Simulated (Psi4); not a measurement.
# Geometry relaxation, with input and output: C$_{2}$Si (part 1 of 3)

C$_{2}$Si (Silicon dicarbide), computed with SVWN-RPA/def2-TZVP, RKS (Psi4 1.11).

The geometry comes from this level: GFN2-xTB.

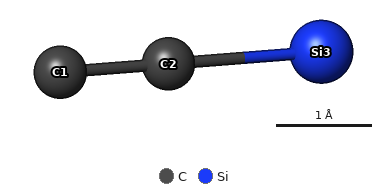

The input geometry (ball-and-stick view, seen at a tilt; atoms are numbered from 1 in the order of the input). Bond lengths as drawn: C–C 1.26 Å and C–Si 1.78 Å.

## Key numbers

| quantity | value |
| --- | --- |
| outcome | converged |
| total energy | −364.210874 hartree |
| basis functions | 99 |
| HOMO | −6.88 eV |
| LUMO | −5.01 eV |
| dipole moment | 4.52 D |
| hardware | 1 thread of AMD EPYC (Zen 5), 16 GiB of memory available, shared host |
| wall time | 6.3 s |
| peak memory | 0.31 GiB |

## The input (calc.in)
```
memory 1.6 GB

molecule {
  0 1
  C     -1.111830     0.737510    -0.522770
  C     -0.135170     0.089220    -0.063600
  Si     1.247000    -0.826740     0.586370
  units angstrom
}

set globals {
  basis def2-TZVP
  geom_maxiter 60
}

result, w = opt("svwn", return_wfn=True)
```

Command:
```bash
psi4 -i calc.in -o calc.out -n 1
```

## Log
```
Psi4 1.11 release

gradient() will perform analytic gradient computation.

   => Loading Basis Set <=

    Name: DEF2-TZVP
    Role: ORBITAL
    Keyword: BASIS

         ---------------------------------------------------------
                                   SCF
                              RKS Reference
                        1 Threads,   1525 MiB Core
         ---------------------------------------------------------

  ==> Geometry <==

    Molecular point group: cs
    Full point group: Cs

    Geometry (in Angstrom), charge = 0, multiplicity = 1:

       Center              X                  Y                   Z               Mass
    ------------   -----------------  -----------------  -----------------  -----------------
         C           -1.649791117279     0.995592521215     0.000000000000    12.000000000000
         C           -0.572134108203     0.344718386386     0.000000000000    12.000000000000
         SI           0.953039022094    -0.574892702074     0.000000000000    27.976926534650

  Running in cs symmetry.

  Rotational constants: A = 6591802.89632  B =      0.19934  C =      0.19934 [cm^-1]
  Rotational constants: A = 197617279293.85828  B =   5976.03619  C =   5976.03601 [MHz]
  Nuclear repulsion =   54.713062063293620

  Charge       = 0
  Multiplicity = 1
  Electrons    = 26
  Nalpha       = 13
  Nbeta        = 13

  ==> Algorithm <==

  SCF Algorithm Type is DF.
  DIIS enabled.
  MOM disabled.
  Fractional occupation disabled.
  Guess Type is SAD.
  Energy threshold   = 1.00e-08
  Density threshold  = 1.00e-08
  Integral threshold = 1.00e-12

  ==> Primary Basis <==

  Basis Set: DEF2-TZVP
    Blend: DEF2-TZVP
    Number of shells: 35
    Number of basis functions: 99
    Number of Cartesian functions: 114
    Spherical Harmonics?: true
    Max angular momentum: 3

  ==> DFT Potential <==

   => LibXC <=

    Version 7.1.2

   => Composite Functional: SVWN <=

    Slater exchange
    Vosko, Wilk & Nusair (VWN5_RPA)

    Deriv               =              1
    GGA                 =          FALSE
    Meta                =          FALSE

    Exchange Hybrid     =          FALSE
    MP2 Hybrid          =          FALSE

   => Exchange Functionals <=

    1.0000         XC_LDA_X

   => Correlation Functionals <=

    1.0000   XC_LDA_C_VWN_RPA

   => LibXC Density Thresholds  <==

    XC_LDA_C_VWN_RPA:  1.00E-15
    XC_LDA_X:  1.00E-15

   => Molecular Quadrature <=

    Radial Scheme          =       TREUTLER
    Pruning Scheme         =           NONE
    Nuclear Scheme         =       TREUTLER

    Blocking Scheme        =         OCTREE
    BS radius alpha        =              1
    Pruning alpha          =              1
    Radial Points          =             75
    Spherical Points       =            302
    Total Points           =          64767
    Total Blocks           =            552
    Max Points             =            256
    Max Functions          =             97
    Weights Tolerance      =       1.00E-15

   => Loading Basis Set <=

    Name: (DEF2-TZVP AUX)
    Role: JKFIT
    Keyword: DF_BASIS_SCF

  ==> Integral Setup <==

  DFHelper Memory: AOs need 0.023 GiB; user supplied 1.077 GiB.
  SCF_SUBTYPE=INCORE selected. In-core MEM_DF algorithm will be used.
  Using in-core AOs.

  ==> MemDFJK: Density-Fitted J/K Matrices <==

    J tasked:                   Yes
    K tasked:                    No
    wK tasked:                   No
    Memory [MiB]:              1103
    Algorithm:                 Core
    Schwarz Cutoff:           1E-12
    Mask sparsity (%):       0.6122
    Fitting Condition:        1E-10

   => Auxiliary Basis Set <=

  Basis Set: (DEF2-TZVP AUX)
    Blend: DEF2-UNIVERSAL-JKFIT
    Number of shells: 88
    Number of basis functions: 278
    Number of Cartesian functions: 333
    Spherical Harmonics?: true
    Max angular momentum: 4

  Cached 100.0% of DFT collocation blocks in 0.040 [GiB].

  Minimum eigenvalue in the overlap matrix is 9.1608663245E-05.
  Reciprocal condition number of the overlap matrix is 1.6171760487E-05.
    Using symmetric orthogonalization.

  ==> Pre-Iterations <==

  SCF Guess: Superposition of Atomic Densities via on-the-fly atomic UHF (no occupation information).

   -------------------------
    Irrep   Nso     Nmo
   -------------------------
     A'        67      67
     A"        32      32
   -------------------------
    Total      99      99
   -------------------------

  ==> Iterations <==

                           Total Energy        Delta E     RMS |[F,P]|

   @DF-RKS iter SAD:  -363.57694640161509   -3.63577e+02   0.00000e+00
   @DF-RKS iter   1:  -363.68102582474444   -1.04079e-01   1.23541e-02 ADIIS/DIIS
   @DF-RKS iter   2:  -357.36662923286565    6.31440e+00   3.00828e-02 ADIIS/DIIS
   @DF-RKS iter   3:  -363.92697200083643   -6.56034e+00   9.10116e-03 ADIIS/DIIS
   @DF-RKS iter   4:  -362.44790403999031    1.47907e+00   1.63379e-02 ADIIS/DIIS
   @DF-RKS iter   5:  -364.18543887368810   -1.73753e+00   1.99574e-03 ADIIS/DIIS
   @DF-RKS iter   6:  -364.20373869692042   -1.82998e-02   9.36563e-04 ADIIS/DIIS
   @DF-RKS iter   7:  -364.20592707950277   -2.18838e-03   2.05393e-04 ADIIS/DIIS
   @DF-RKS iter   8:  -364.20599760422095   -7.05247e-05   6.36134e-05 DIIS
   @DF-RKS iter   9:  -364.20601537333636   -1.77691e-05   1.18134e-05 DIIS
   @DF-RKS iter  10:  -364.20601600628498   -6.32949e-07   2.56024e-06 DIIS
   @DF-RKS iter  11:  -364.20601603079615   -2.45112e-08   2.81366e-07 DIIS
   @DF-RKS iter  12:  -364.20601603100988   -2.13731e-10   1.71417e-07 DIIS
   @DF-RKS iter  13:  -364.20601603113784   -1.27955e-10   5.15685e-08 DIIS
   @DF-RKS iter  14:  -364.20601603115040   -1.25624e-11   6.56369e-09 DIIS
  Energy and wave function converged.

  ==> Post-Iterations <==

   Electrons on quadrature grid:
      Ntotal   =   25.9999998040 ; deviation = -1.960e-07

    Orbital Energies [Eh]
    ---------------------

    Doubly Occupied:

       1Ap   -65.228747     2Ap    -9.834651     3Ap    -9.800510
       4Ap    -5.126074     5Ap    -3.569936     1App   -3.569936
       6Ap    -3.559683     7Ap    -0.695890     8Ap    -0.532420
       9Ap    -0.336406    10Ap    -0.300602     2App   -0.300602
      11Ap    -0.246122

    Virtual:

       3App   -0.189475    12Ap    -0.189475    13Ap    -0.020908
       4App   -0.020907    14Ap    -0.019866    15Ap     0.075117
      16Ap     0.118835    17Ap     0.120041     5App    0.120041
      18Ap     0.127514     6App    0.127514    19Ap     0.182884
       7App    0.182884    20Ap     0.196712    21Ap     0.220557
      22Ap     0.271536     8App    0.271536    23Ap     0.334326
       9App    0.334326    24Ap     0.349028    25Ap     0.412542
      26Ap     0.531740    10App    0.531740    27Ap     0.542440
      28Ap     0.676916    29Ap     0.768274    11App    0.768274
      30Ap     0.779449    12App    0.779449    31Ap     0.815279
      13App    0.815280    32Ap     0.856982    14App    0.856982
      33Ap     0.871412    34Ap     0.889797    15App    0.889797
      35Ap     0.987587    36Ap     1.067599    16App    1.067599
      17App    1.075964    37Ap     1.075964    38Ap     1.132126
      18App    1.204488    39Ap     1.204488    40Ap     1.296858
      41Ap     1.336437    19App    1.336437    42Ap     1.404887
      43Ap     1.444644    44Ap     1.563879    20App    1.563879
      21App    1.589713    45Ap     1.589713    46Ap     1.821050
      47Ap     2.016567    48Ap     2.432618    22App    2.432618
      49Ap     2.442922    23App    2.442922    50Ap     2.458348
      24App    2.732254    51Ap     2.732254    52Ap     2.815025
      25App    2.815025    53Ap     2.880490    26App    2.880498
      54Ap     3.001034    27App    3.001042    55Ap     3.004387
      28App    3.079787    56Ap     3.079787    29App    3.441535
      57Ap     3.441535    58Ap     3.460722    30App    3.460723
      59Ap     3.475406    31App    4.391969    60Ap     4.391969
      61Ap     4.449057    62Ap     4.570032    32App    5.786461
      63Ap     5.786461    64Ap     6.316911    65Ap    10.347361
      66Ap    21.810843    67Ap    22.383809

    Final Occupation by Irrep:
             Ap   App
    DOCC [    11,    2 ]
    NA   [    11,    2 ]
    NB   [    11,    2 ]

  @DF-RKS Final Energy:  -364.20601603115040

   => Energetics <=

    Nuclear Repulsion Energy =             54.7130620632936200
    One-Electron Energy =                -610.9811547683671051
    Two-Electron Energy =                 222.2029998982135908
    DFT Exchange-Correlation Energy =     -30.1409232242904963
    Empirical Dispersion Energy =           0.0000000000000000
    VV10 Nonlocal Energy =                  0.0000000000000000
    Total Energy =                       -364.2060160311503978

Computation Completed

Properties will be evaluated at   0.000000,   0.000000,   0.000000 [a0]

Properties computed using the SCF density matrix

 Multipole Moments:

 ------------------------------------------------------------------------------------
     Multipole            Electronic (a.u.)      Nuclear  (a.u.)        Total (a.u.)
 ------------------------------------------------------------------------------------

 L = 1.  Multiply by 2.5417464519 to convert [e a0] to [Debye]
 Dipole X            :          1.7094402            0.0207775            1.7302177
 Dipole Y            :         -1.0315267           -0.0125334           -1.0440600
 Dipole Z            :          0.0000000            0.0000000            0.0000000
 Magnitude           :                                                    2.0208202

 ------------------------------------------------------------------------------------

	total time  =          2 seconds =       0.03 minutes

         ------------------------------------------------------------
                                   SCF GRAD
         ------------------------------------------------------------

  ==> Geometry <==

    Molecular point group: cs
    Full point group: Cs

    Geometry (in Angstrom), charge = 0, multiplicity = 1:

       Center              X                  Y                   Z               Mass
    ------------   -----------------  -----------------  -----------------  -----------------
         C           -1.649791117279     0.995592521215     0.000000000000    12.000000000000
         C           -0.572134108203     0.344718386386     0.000000000000    12.000000000000
         SI           0.953039022094    -0.574892702074     0.000000000000    27.976926534650

  Nuclear repulsion =   54.713062063293620

  ==> Basis Set <==

  Basis Set: DEF2-TZVP
    Blend: DEF2-TZVP
    Number of shells: 35
    Number of basis functions: 99
    Number of Cartesian functions: 114
    Spherical Harmonics?: true
    Max angular momentum: 3

  ==> DFJKGrad: Density-Fitted SCF Gradients <==

    Gradient:                    1
    J tasked:                  Yes
    K tasked:                   No
    wK tasked:                  No
    Integrals threads:           1
    Memory [MiB]:             1144
    Schwarz Cutoff:          1E-12
    Fitting Condition:       1E-10

   => Auxiliary Basis Set <=

  Basis Set: (DEF2-TZVP AUX)
    Blend: DEF2-UNIVERSAL-JKFIT
    Number of shells: 88
    Number of basis functions: 278
    Number of Cartesian functions: 333
    Spherical Harmonics?: true
    Max angular momentum: 4

   => Molecular Quadrature <=

    Radial Scheme          =       TREUTLER
    Pruning Scheme         =           NONE
    Nuclear Scheme         =       TREUTLER

    Blocking Scheme        =         OCTREE
    BS radius alpha        =              1
    Pruning alpha          =              1
    Radial Points          =             75
    Spherical Points       =            302
    Total Points           =          64767
    Total Blocks           =            552
    Max Points             =            256
    Max Functions          =             97
    Weights Tolerance      =       1.00E-15

  -Total Gradient:
     Atom            X                  Y                   Z
    ------   -----------------  -----------------  -----------------
       1        0.025201611169    -0.015223180749     0.000000000000
       2       -0.066265637862     0.039984437428     0.000000000000
       3        0.041073446116    -0.024766906993     0.000000000000

	total time  =          0 seconds =       0.00 minutes

    			-----------------------------------------

    			 OPTKING 3.0: for geometry optimizations

    			        with contributions from

    			-----------------------------------------

	                            ===> Fragment 1 <==

	 Z (Atomic Numbers)          Masses                          Geom
	       6.000000            12.000000         -3.11765338  1.88139720  0.00000000
	       6.000000            12.000000         -1.08117677  0.65142334  0.00000000
	      14.000000            27.976927          1.80098274 -1.08638976  0.00000000

	 - Coordinate -           - BOHR/RAD -       - ANG/DEG -
	 R(1,2)           =         2.379091           1.258961
	 R(2,3)           =         3.365537           1.780965
	 L(1,2,3)         =         3.140848         179.957315
	 l(1,2,3)         =         3.141593         180.000000

	        --- Internal Coordinate Step in ANG or DEG, aJ/ANG or AJ/DEG ---
	-------------------------------------------------------------------------------
	           Coordinate      Previous         Force          Change          New
	           ----------      --------        ------          ------        ------
	               R(1,2)       1.25896        0.24254        0.01925       1.27821
	               R(2,3)       1.78097       -0.39512       -0.08878       1.69219
	             L(1,2,3)     179.95731       -0.00000       -0.00095     179.95636
	             l(1,2,3)     180.00000        0.00000        0.00000     180.00000
	-------------------------------------------------------------------------------

	                                 ==> Convergence Check <==

	Measures of convergence in internal coordinates in au.

	Criteria marked as inactive (o), active & met (*), and active & unmet ( ).

	----------------------------------------------------------------------------------------------~
	   Step    Total Energy     Delta E     Max Force     RMS Force      Max Disp      RMS Disp   ~
	----------------------------------------------------------------------------------------------~
	  Convergence Criteria     1.00e-06 *    3.00e-04 *             o    1.20e-03 *             o~
	----------------------------------------------------------------------------------------------~
	     1    -364.20601603   -3.64e+02      4.80e-02      2.81e-02 o    1.68e-01      8.58e-02 o  ~
	----------------------------------------------------------------------------------------------

Next Geometry in Ang
	Fragment 1 (Ang)

	    C  -1.6354379035   0.9869416442   0.0000000000
	    C  -0.5413037499   0.3261128467   0.0000000000
	   Si   0.9078554500  -0.5476362854   0.0000000000

    Structure for next step:
    Molecular point group: cs
    Full point group: Cs

    Geometry (in Angstrom), charge = 0, multiplicity = 1:

    C           -1.621549152143     0.978563431081     0.000000000000
    C           -0.527414998485     0.317734633602     0.000000000000
    SI           0.921744201444    -0.556014498480     0.000000000000

gradient() will perform analytic gradient computation.

  ==> Geometry <==

    Molecular point group: cs
    Full point group: Cs

    Geometry (in Angstrom), charge = 0, multiplicity = 1:

       Center              X                  Y                   Z               Mass
    ------------   -----------------  -----------------  -----------------  -----------------
         C           -1.621549152143     0.978563431081     0.000000000000    12.000000000000
         C           -0.527414998485     0.317734633602     0.000000000000    12.000000000000
         SI           0.921744201444    -0.556014498480     0.000000000000    27.976926534650

  Running in cs symmetry.

  Rotational constants: A = 6412415.35197  B =      0.21069  C =      0.21069 [cm^-1]
  Rotational constants: A = 192239376008.51917  B =   6316.27236  C =   6316.27215 [MHz]
  Nuclear repulsion =   56.136844830971029

  Charge       = 0
  Multiplicity = 1
  Electrons    = 26
  Nalpha       = 13
  Nbeta        = 13

  ==> Algorithm <==

  SCF Algorithm Type is DF.
  DIIS enabled.
  MOM disabled.
  Fractional occupation disabled.
  Guess Type is READ.
  Energy threshold   = 1.00e-08
  Density threshold  = 1.00e-08
  Integral threshold = 1.00e-12

   => Molecular Quadrature <=

    Radial Scheme          =       TREUTLER
    Pruning Scheme         =           NONE
    Nuclear Scheme         =       TREUTLER

    Blocking Scheme        =         OCTREE
    BS radius alpha        =              1
    Pruning alpha          =              1
    Radial Points          =             75
    Spherical Points       =            302
    Total Points           =          64728
    Total Blocks           =            549
    Max Points             =            255
    Max Functions          =             98
    Weights Tolerance      =       1.00E-15

   => Loading Basis Set <=

    Name: DEF2-TZVP
    Role: ORBITAL
    Keyword: BASIS

  Reading orbitals from file s0/calc.default.3071.180.npy, no projection.

  ==> MemDFJK: Density-Fitted J/K Matrices <==

    J tasked:                   Yes
    K tasked:                    No
    wK tasked:                   No
    Memory [MiB]:              1103
    Algorithm:                 Core
    Schwarz Cutoff:           1E-12
    Mask sparsity (%):       0.5714
    Fitting Condition:        1E-10

   => Auxiliary Basis Set <=

  Basis Set: (DEF2-TZVP AUX)
    Blend: DEF2-UNIVERSAL-JKFIT
    Number of shells: 88
    Number of basis functions: 278
    Number of Cartesian functions: 333
    Spherical Harmonics?: true
    Max angular momentum: 4

  Cached 100.0% of DFT collocation blocks in 0.040 [GiB].
```
